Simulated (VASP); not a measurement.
Band structure of NaCl (rock salt). Level of theory: PBE GGA with D3 dispersion (zero damping), VASP's PBE PAW potentials (set 64) (plane waves; VASP).

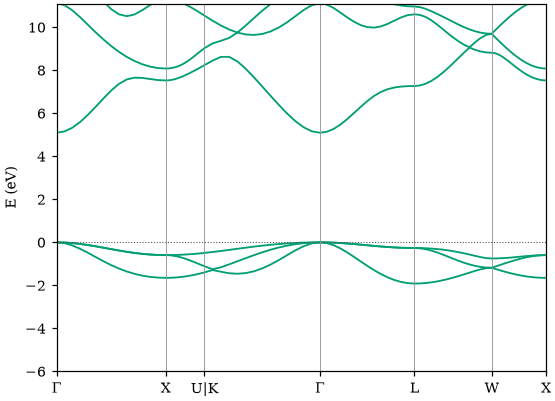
*Bands along high-symmetry lines, zero at the valence-band maximum or, without a gap, the Fermi level*

### Question
Read the plot: is there a gap, and where are the band edges?

### Answer
The gap is direct, 5.10 eV, from the valence maximum at Γ to the conduction minimum at Γ. (Edges off the drawn lines would not show.)

Measured: gap 8.97 eV (computed value off by -3.87 eV), as given by Wei Chen et al., Physical Review Materials (2018), doi:10.1103/physrevmaterials.2.073803.

The compound is NaCl in the rock salt structure. It was relaxed first.
